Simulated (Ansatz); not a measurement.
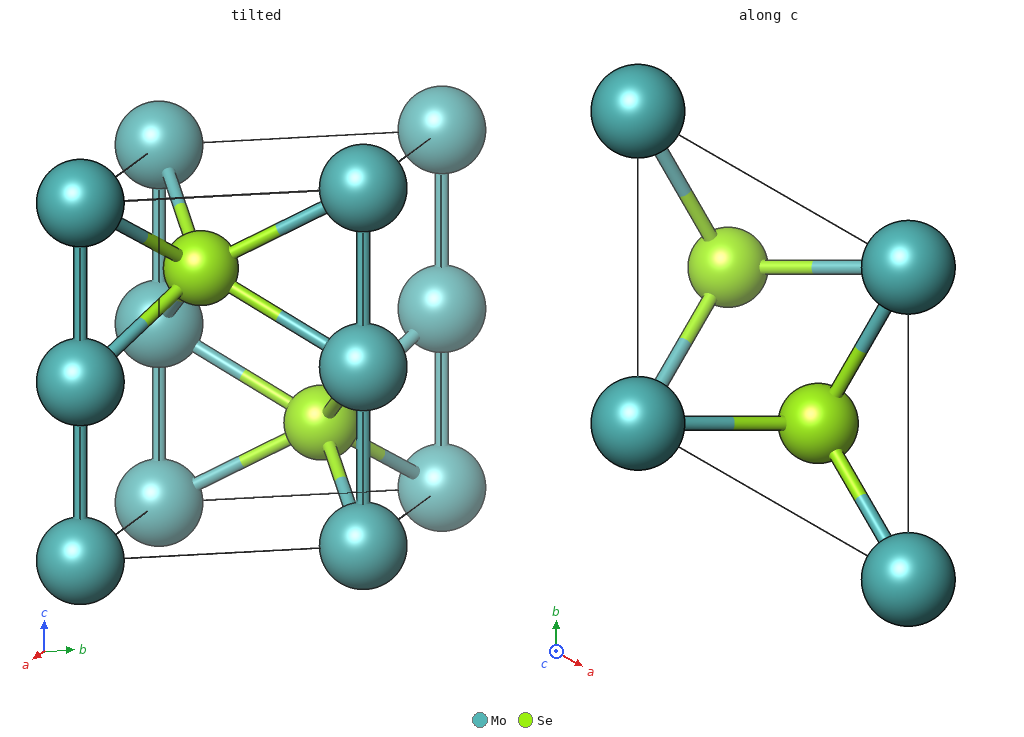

A ball-and-stick picture of a crystal structure, seen slightly off an axis and along the c axis. The wireframe shows the conventional unit cell.

MoSe, nickel arsenide (NiAs) type, space group P6_3/mmc (No. 194), a = 4.073 Å, b = 4.073 Å, c = 5.099 Å, α = 90.00°, β = 90.00°, γ = 120.00°. It goes back to a structure type filled with these elements by a generator (whether the compound takes this form wasn't checked). Earlier steps of the study, as a rule a relaxation of our own, may have changed the cell and positions, so they can lie some per cent off the listed ones. An electronic-structure calculation with Ansatz was run on it.

This one geometry was computed with Ansatz (DFT, plane waves, PAW) at four levels of theory: PBEsol, PBE with spin-orbit coupling, LDA and r2SCAN.

Question: Which level gives the highest pressure at this volume, and what does that say about its equilibrium volume?

Answer: Highest: PBE with spin-orbit coupling (0.1 GPa), which points to the largest equilibrium volume. Lowest, with the smallest volume: LDA (-8.7 GPa). Levels within 0.5 GPa of each other can't be told apart.

Question: How does the band gap change with the level of theory?

Answer: All levels give a metal.

Question: Collect the results in a table.

Answer:
| level | cutoff (eV) | k-mesh of the run's cell | gap (eV) | pressure (GPa) | absolute moment (μB/atom) |
| --- | --- | --- | --- | --- | --- |
| PBEsol | 420 | 10×10×6 | metal | -5.8 | 0.00 |
| PBE with spin-orbit coupling | 420 | 10×10×6 | metal | 0.1 | 0.00 |
| LDA | 420 | 10×10×6 | metal | -8.7 | 0.00 |
| r2SCAN | 500 | 10×10×6 | metal | -1.3 | 0.06 |

Gaps are taken on the k-mesh or band path of each run.
